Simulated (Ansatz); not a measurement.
# Si2H5ClF2: geometry relaxation (part 1 of 2)

- system: Si2H5ClF2
- method: RKS PBE0-D4/6-31G* (Ansatz 0.2.0)

The input holds or restrains some coordinates. It belongs to a series of runs on one base structure; here: pulled along the bonds that form and break, towards end B. Figures and captions count atoms from 1; the log counts them from 0 in places.

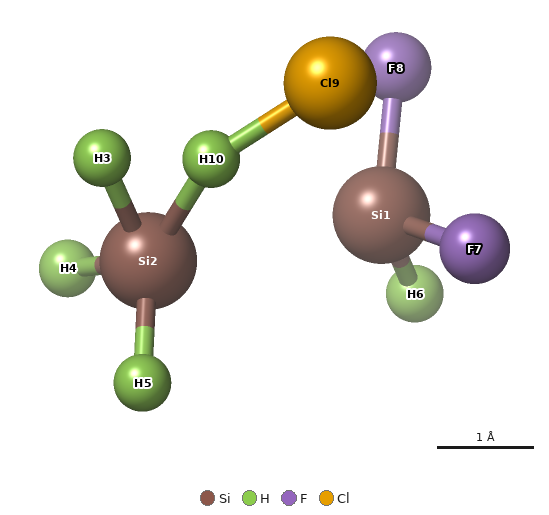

*The starting structure (ball-and-stick view, seen at a tilt; atoms are numbered from 1 in the order of the input).*

### Key numbers

```json
{"quantity": "outcome", "value": "converged under the restraints of the input"}
{"quantity": "total energy", "value": "−33779.6242 eV"}
{"quantity": "mean-field energy", "value": "−33779.4174 eV"}
{"quantity": "largest force (length of the vector) at the end, held atoms and coordinates included", "value": "1.120 eV/Å"}
{"quantity": "hardware", "value": "2 threads of Arm Neoverse V2, 24 GiB of memory available, shared host"}
{"quantity": "wall time", "value": "59 s (CPU time 1.9 min)"}
{"quantity": "peak memory", "value": "0.22 GiB"}
```

### The input
```yaml
crystal:
  periodic: [false, false, false]
  atoms:
    - { symbol: Si, position_ang: [0.0, 0.0, 0.0] }
    - { symbol: Si, position_ang: [0.0, 0.0, 2.57] }
    - { symbol: H, position_ang: [-1.3148, -0.4067, 3.0574] }
    - { symbol: H, position_ang: [1.0096, -0.9353, 3.0574] }
    - { symbol: H, position_ang: [0.3052, 1.342, 3.0574] }
    - { symbol: H, position_ang: [1.3768, 0.0, -0.4862] }
    - { symbol: F, position_ang: [-0.7489, 1.2974, -0.5295] }
    - { symbol: F, position_ang: [-0.7489, -1.2974, -0.5295] }
    - { symbol: Cl, position_ang: [-2.306, 0.0073, 0.7662] }
    - { symbol: H, position_ang: [-1.454, 0.0046, 2.0036] }
basis:
  gaussian: { orbitals: "6-31G*" }
hamiltonian:
  xc: pbe0
  dispersion: d4
relax:
  f_tol: 0.15
  max_steps: 25
  restrain:
    - { distance: [0, 8], at: 2.13, k: 30.0 }
    - { distance: [9, 1], at: 1.46, k: 30.0 }
    - { distance: [0, 1], at: 3.42, k: 30.0 }
    - { distance: [9, 8], at: 2.57, k: 30.0 }
output:
  orbitals: {}
```

Command:
```bash
ansatz run input.yaml --threads 2 --pin off --max-ram 3072MiB --backend cpu --events-out ev --progress --plain --runs-dir out
```

### The program's output
```
The last accepted step is kept in [file] (removed where the run ends without a failure and the disk answers)
Engine: ansatz 0.2.0, aarch64-unknown-linux-gnu
Functional definition: PBE0
  parameter a = 0.25
  parameter kappa = 0.804
  parameter beta = 0.06672455060314922
  exchange = (1 - a)*pbe_x(kappa = kappa, mu = beta*pi^2/3) + a*exact_x
  correlation = pbe_c(beta = beta)
978 factors; integrals over basis functions are off by at most 6.3e-4 eV
mean field evaluation 1: about -33772.3267 eV, gradient 3.9e1 eV
mean field evaluation 2: about -33769.3872 eV, gradient 6.0e1 eV
mean field evaluation 4: about -33774.7954 eV, gradient 8.3e-1 eV
mean field evaluation 8: about -33774.8344 eV, gradient 2.0e-2 eV
mean field -33774.83436848 eV, -1241.2022696367 hartree, gradient 1.5e-5 eV, S^2 0.000000; 0 other end points of the search recorded, 0 dependent functions left out
the calculation of the forces begins
reference -33774.83439835 eV, -1241.2022707344 hartree; 34, 34 occupied and 63, 63 virtual orbitals, 978 factors
relax step   1: F+E_penalty+E_count = -33775.05659802 eV  Δ(F+E_penalty+E_count) = +0.000e0 eV  max|allowed force component| = 4.703e0 eV/Å  E_restraint = 29.43651537 eV  max|allowed force component, restraints' pulls added| = 2.689e1 eV/Å  Δτ_max = 0.0000 Å  (25 SCF iters, accepted)
  distance Si 0 - Cl 8 = 2.4300 Å
  distance H 9 - Si 1 = 1.5604 Å
  distance Si 0 - Si 1 = 2.5700 Å
  distance H 9 - Cl 8 = 1.5024 Å
these checks for a lower state are left out or cut short: starts, cluster_reference, orbital_swaps, neighbouring_geometries, increment
978 factors; integrals over basis functions are off by at most 6.6e-4 eV
mean field evaluation 16: about -33772.6129 eV, gradient 1.3e1 eV
mean field -33773.66662972 eV, -1241.1593560288 hartree, gradient 9.0e-6 eV, S^2 0.000000; 0 other end points of the search recorded, 0 dependent functions left out
[... from here on the field's lines of each further geometry are left out, up to the last ...]
relax step   2: F+E_penalty+E_count = -33773.88494520 eV  Δ(F+E_penalty+E_count) = +1.172e0 eV  max|allowed force component| = 3.162e0 eV/Å  E_restraint = 12.90414825 eV  max|allowed force component, restraints' pulls added| = 1.760e1 eV/Å  Δτ_max = 0.1944 Å  (34 SCF iters, accepted)
relax step   3: F+E_penalty+E_count = -33773.33728349 eV  Δ(F+E_penalty+E_count) = +5.477e-1 eV  max|allowed force component| = 2.891e0 eV/Å  E_restraint = 3.49881109 eV  max|allowed force component, restraints' pulls added| = 8.226e0 eV/Å  Δτ_max = 0.1950 Å  (33 SCF iters, accepted)
relax step   4: F+E_penalty+E_count = -33774.46718431 eV  Δ(F+E_penalty+E_count) = -1.130e0 eV  max|allowed force component| = 3.039e0 eV/Å  E_restraint = 0.13581425 eV  max|allowed force component, restraints' pulls added| = 2.266e0 eV/Å  Δτ_max = 0.1946 Å  (33 SCF iters, accepted)
relax step   5: F+E_penalty+E_count = -33775.56239620 eV  Δ(F+E_penalty+E_count) = -1.095e0 eV  max|allowed force component| = 2.663e0 eV/Å  E_restraint = 0.01026230 eV  max|allowed force component, restraints' pulls added| = 2.290e0 eV/Å  Δτ_max = 0.1947 Å  (28 SCF iters, accepted)
relax step   6: F+E_penalty+E_count = -33776.67665827 eV  Δ(F+E_penalty+E_count) = -1.114e0 eV  max|allowed force component| = 2.362e0 eV/Å  E_restraint = 0.01494085 eV  max|allowed force component, restraints' pulls added| = 2.307e0 eV/Å  Δτ_max = 0.1952 Å  (28 SCF iters, accepted)
relax step   7: F+E_penalty+E_count = -33777.69924398 eV  Δ(F+E_penalty+E_count) = -1.023e0 eV  max|allowed force component| = 1.490e0 eV/Å  E_restraint = 0.02970995 eV  max|allowed force component, restraints' pulls added| = 2.021e0 eV/Å  Δτ_max = 0.1920 Å  (27 SCF iters, accepted)
relax step   8: F+E_penalty+E_count = -33778.42004226 eV  Δ(F+E_penalty+E_count) = -7.208e-1 eV  max|allowed force component| = 7.004e-1 eV/Å  E_restraint = 0.02264405 eV  max|allowed force component, restraints' pulls added| = 1.233e0 eV/Å  Δτ_max = 0.1949 Å  (27 SCF iters, accepted)
relax step   9: F+E_penalty+E_count = -33778.74588791 eV  Δ(F+E_penalty+E_count) = -3.258e-1 eV  max|allowed force component| = 8.981e-1 eV/Å  E_restraint = 0.01651501 eV  max|allowed force component, restraints' pulls added| = 7.833e-1 eV/Å  Δτ_max = 0.1963 Å  (29 SCF iters, accepted)
relax step  10: F+E_penalty+E_count = -33779.00298062 eV  Δ(F+E_penalty+E_count) = -2.571e-1 eV  max|allowed force component| = 1.140e0 eV/Å  E_restraint = 0.02862146 eV  max|allowed force component, restraints' pulls added| = 8.683e-1 eV/Å  Δτ_max = 0.1998 Å  (27 SCF iters, accepted)
relax step  11: F+E_penalty+E_count = -33779.22534349 eV  Δ(F+E_penalty+E_count) = -2.224e-1 eV  max|allowed force component| = 1.105e0 eV/Å  E_restraint = 0.04031507 eV  max|allowed force component, restraints' pulls added| = 6.219e-1 eV/Å  Δτ_max = 0.1951 Å  (27 SCF iters, accepted)
relax step  12: F+E_penalty+E_count = -33779.39924174 eV  Δ(F+E_penalty+E_count) = -1.739e-1 eV  max|allowed force component| = 1.075e0 eV/Å  E_restraint = 0.04468281 eV  max|allowed force component, restraints' pulls added| = 6.872e-1 eV/Å  Δτ_max = 0.1924 Å  (26 SCF iters, accepted)
relax step  13: F+E_penalty+E_count = -33779.49929237 eV  Δ(F+E_penalty+E_count) = -1.001e-1 eV  max|allowed force component| = 1.040e0 eV/Å  E_restraint = 0.03250572 eV  max|allowed force component, restraints' pulls added| = 5.155e-1 eV/Å  Δτ_max = 0.2000 Å  (27 SCF iters, accepted)
relax step  14: F+E_penalty+E_count = -33779.56578732 eV  Δ(F+E_penalty+E_count) = -6.649e-2 eV  max|allowed force component| = 1.091e0 eV/Å  E_restraint = 0.02513871 eV  max|allowed force component, restraints' pulls added| = 2.552e-1 eV/Å  Δτ_max = 0.2000 Å  (27 SCF iters, accepted)
relax step  15: F+E_penalty+E_count = -33779.59930230 eV  Δ(F+E_penalty+E_count) = -3.351e-2 eV  max|allowed force component| = 1.040e0 eV/Å  E_restraint = 0.02603874 eV  max|allowed force component, restraints' pulls added| = 8.444e-2 eV/Å  Δτ_max = 0.1993 Å  (27 SCF iters, accepted)
relax step  16: F+E_penalty+E_count = -33779.60622884 eV  Δ(F+E_penalty+E_count) = -6.927e-3 eV  max|allowed force component| = 9.806e-1 eV/Å  E_restraint = 0.02978157 eV  max|allowed force component, restraints' pulls added| = 2.630e-1 eV/Å  Δτ_max = 0.1680 Å  (26 SCF iters, accepted)
relax step  17: F+E_penalty+E_count = -33779.60939145 eV  Δ(F+E_penalty+E_count) = -3.163e-3 eV  max|allowed force component| = 1.023e0 eV/Å  E_restraint = 0.02419081 eV  max|allowed force component, restraints' pulls added| = 1.811e-1 eV/Å  Δτ_max = 0.0517 Å  (26 SCF iters, accepted)
relax step  18: F+E_penalty+E_count = -33779.61488999 eV  Δ(F+E_penalty+E_count) = -5.499e-3 eV  max|allowed force component| = 1.047e0 eV/Å  E_restraint = 0.02484315 eV  max|allowed force component, restraints' pulls added| = 1.919e-1 eV/Å  Δτ_max = 0.0600 Å  (27 SCF iters, accepted)
relax step  19: F+E_penalty+E_count = -33779.62514322 eV  Δ(F+E_penalty+E_count) = -1.025e-2 eV  max|allowed force component| = 1.090e0 eV/Å  E_restraint = 0.03996293 eV  max|allowed force component, restraints' pulls added| = 5.945e-1 eV/Å  Δτ_max = 0.1951 Å  (27 SCF iters, rejected (line search))
relax step  20: F+E_penalty+E_count = -33779.62266285 eV  Δ(F+E_penalty+E_count) = -7.773e-3 eV  max|allowed force component| = 1.108e0 eV/Å  E_restraint = 0.02560451 eV  max|allowed force component, restraints' pulls added| = 1.344e-2 eV/Å  Δτ_max = 0.0930 Å  (27 SCF iters, accepted)
relax step  21: F+E_penalty+E_count = -33779.62687459 eV  Δ(F+E_penalty+E_count) = -4.212e-3 eV  max|allowed force component| = 1.125e0 eV/Å  E_restraint = 0.03031109 eV  max|allowed force component, restraints' pulls added| = 3.206e-1 eV/Å  Δτ_max = 0.0962 Å  (27 SCF iters, rejected (line search))
the calculation of the forces begins
reference -33779.41740903 eV, -1241.3706932704 hartree; 34, 34 occupied and 63, 63 virtual orbitals, 978 factors
relax step  22: F+E_penalty+E_count = -33779.62421224 eV  Δ(F+E_penalty+E_count) = -1.549e-3 eV  max|allowed force component| = 1.094e0 eV/Å  E_restraint = 0.02534936 eV  max|allowed force component, restraints' pulls added| = 3.569e-2 eV/Å  Δτ_max = 0.0467 Å  (27 SCF iters, accepted)
```

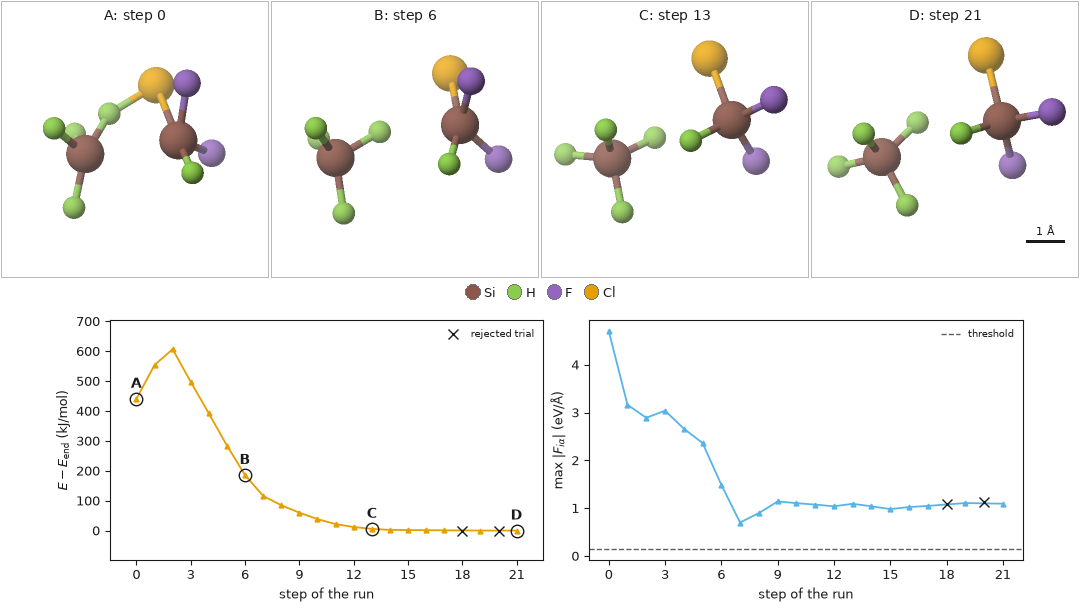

*Frames of the restrained relaxation (ball-and-stick view, seen at a tilt) above the curves, on which the letters mark them (the first geometry is step 0 here and step 1 in the log).*

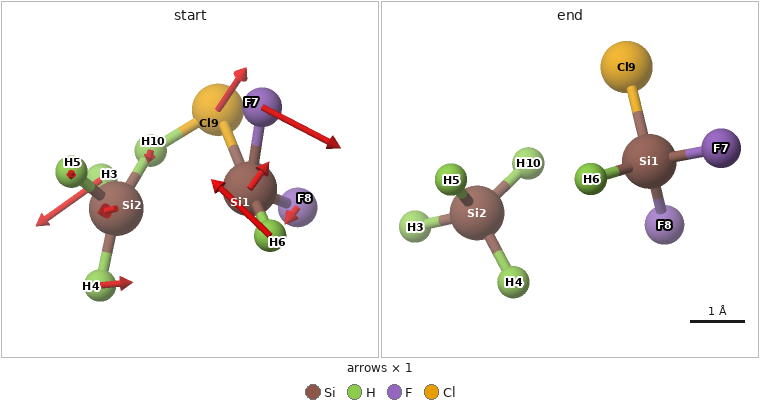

*Before (left) and after (right) the restrained relaxation, at one scale (ball-and-stick view, seen at a tilt). The red arrows give the displacements, at true length.*

Over 21 geometry steps the energy falls by 440.7 kJ/mol. Largest force component: 4.7 eV/Å at the start, 1.1 eV/Å at the end. The line search rejected the trial steps at points 18, 20 (counted from 0) and went back. F7 moves most after the best rigid fit: 1.67 Å. Largest moves by element: F 1.67 Å, H 1.56 Å, Cl 1.14 Å, Si 0.64 Å. Among the contacts that change: Cl9–H10 1.502 → 2.582 Å, Si1–Cl9 2.430 → 2.094 Å, Si2–H10 1.560 → 1.472 Å, Si2–H3 1.460 → 1.486 Å. Bonds break: Cl9–H10 (1.50 → 2.58 Å). Among the angles that change: H6–Si1–Cl9 178.9° → 111.0°, H3–Si2–H10 44.2° → 109.8°, F8–Si1–Cl9 70.1° → 109.2°. (Atoms are counted from 1 in the order of the input.)

```
  distance Si 0 - Cl 8 = 2.0937 Å
  distance H 9 - Si 1 = 1.4719 Å
  distance Si 0 - Si 1 = 3.4297 Å
  distance H 9 - Cl 8 = 2.5816 Å
978 factors; integrals over basis functions are off by at most 7.3e-4 eV
mean field -33779.41737757 eV, -1241.3706921142 hartree, gradient 1.9e-5 eV, S^2 0.000000; 1 other end points of the search recorded, 0 dependent functions left out
the calculation of the forces begins
reference -33779.41740903 eV, -1241.3706932704 hartree; 34, 34 occupied and 63, 63 virtual orbitals, 978 factors
Total energy: -33779.62424371 eV, -1241.3782943045 hartree
Atom 0 at    -0.466848     0.217084    -0.387237 Å, force    -1.093792     0.225915    -0.083911 eV/Å
Atom 1 at    -0.193822    -0.225685     3.002790 Å, force     0.275177    -0.009623     0.484420 eV/Å
Atom 2 at    -0.562013    -0.803570     4.321923 Å, force    -0.003757    -0.006662     0.009406 eV/Å
Atom 3 at     1.004197    -0.925300     2.467615 Å, force    -0.000326    -0.001225    -0.001492 eV/Å
Atom 4 at     0.118215     1.221777     3.158062 Å, force    -0.001374    -0.005779    -0.001651 eV/Å
Atom 5 at     0.375945     0.969213     0.547902 Å, force    -0.001603    -0.003332    -0.005951 eV/Å
Atom 6 at    -0.144368     0.687409    -1.870073 Å, force    -0.002397    -0.002522    -0.002172 eV/Å
Atom 7 at    -0.196200    -1.345119    -0.310183 Å, force    -0.003551     0.018930    -0.001972 eV/Å
Atom 8 at    -2.497038     0.581749    -0.028361 Å, force     0.933377    -0.089744    -0.455563 eV/Å
Atom 9 at    -1.319068    -0.365658     2.064363 Å, force    -0.101754    -0.125958     0.058885 eV/Å
Dipole moment:     0.222369     0.094153     0.220010 e Å
```

### Trajectory as extended XYZ (Å, eV, eV/Å), 22 frames, from step=1 to step=22
```
10
Properties=species:S:1:pos:R:3:forces:R:3 step=1 energy=-33775.05660
Si    0.0000    0.0000    0.0000   -0.4415  -0.0244   2.0197
Si    0.0000    0.0000    2.5700    4.7033   0.4123  -1.2931
H    -1.3148   -0.4067    3.0574   -0.4247  -0.2514   0.9902
H     1.0096   -0.9353    3.0574    0.1723  -0.5109   0.4851
H     0.3052    1.3420    3.0574   -0.1385   0.4517   0.3402
H     1.3768    0.0000   -0.4862    0.4033   0.0144  -0.2681
F    -0.7489    1.2974   -0.5295    1.6195   1.4181  -1.2526
F    -0.7489   -1.2974   -0.5295    1.5640  -1.4298  -1.2428
Cl   -2.3060    0.0073    0.7662   -3.5728   0.2862   2.3238
H    -1.4540    0.0046    2.0036   -3.8850  -0.3662  -2.1024
10
Properties=species:S:1:pos:R:3:forces:R:3 step=2 energy=-33773.88494
Si   -0.0661    0.0000   -0.1270   -0.8911   0.0471   2.9808
Si    0.0352    0.0037    2.7600    3.1616   0.8304  -2.5007
H    -1.3240   -0.4142    3.0869   -1.1184  -0.2462   1.3131
H     1.0289   -0.9570    3.0793    0.5542  -1.1703   0.6894
H     0.3085    1.3670    3.0758   -0.0352   0.9838   0.7861
H     1.3740    0.0002   -0.4919   -0.1390   0.0069  -0.1097
F    -0.7517    1.3379   -0.5772    1.8006   2.0160  -1.6888
F    -0.7527   -1.3377   -0.5768    1.7104  -2.0189  -1.6401
Cl   -2.3641    0.0119    0.5807   -2.6556   0.0947   2.7271
H    -1.3690    0.0001    2.1572   -2.3876  -0.5436  -2.5573
10
Properties=species:S:1:pos:R:3:forces:R:3 step=3 energy=-33773.33728
Si   -0.1728    0.0009   -0.2167   -0.7965   0.0891   2.7557
Si    0.0807    0.0185    2.9030    1.7014   0.7025  -1.6055
H    -1.3411   -0.4161    3.1201   -0.8907  -0.3232   2.0515
H     1.0444   -0.9870    3.0938    0.6135  -1.3924   0.3663
H     0.3107    1.3951    3.0976    0.0460   1.2956   0.8143
H     1.3484    0.0003   -0.4850   -1.0887  -0.0033   0.2799
F    -0.7307    1.3908   -0.6277    1.7371   2.6635  -1.9008
F    -0.7333   -1.3897   -0.6253    1.6677  -2.6346  -1.8133
Cl   -2.4115    0.0138    0.3916   -1.8363  -0.0339   1.9425
H    -1.2758   -0.0147    2.3154   -1.1534  -0.3633  -2.8906
10
Properties=species:S:1:pos:R:3:forces:R:3 step=4 energy=-33774.46718
Si   -0.3463    0.0040   -0.2577   -0.4875   0.0634   0.7575
Si    0.1402    0.0459    3.0662    0.0817   0.0344  -0.2700
H    -1.3552   -0.4011    3.2409    0.1031  -0.0667   2.2029
H     1.0676   -1.0556    3.1005    0.1863  -0.5388  -0.0315
H     0.3172    1.4643    3.1582    0.1293   0.6966   0.4683
H     1.2239    0.0001   -0.4273   -1.3994   0.0046   0.7303
F    -0.6447    1.4753   -0.7805    1.0064   0.7823  -0.9384
F    -0.6479   -1.4720   -0.7692    0.9732  -0.7587  -0.8787
Cl   -2.4704    0.0150    0.2411   -0.2937  -0.0422   0.9983
H    -1.1653   -0.0640    2.3947   -0.2993  -0.1749  -3.0387
```
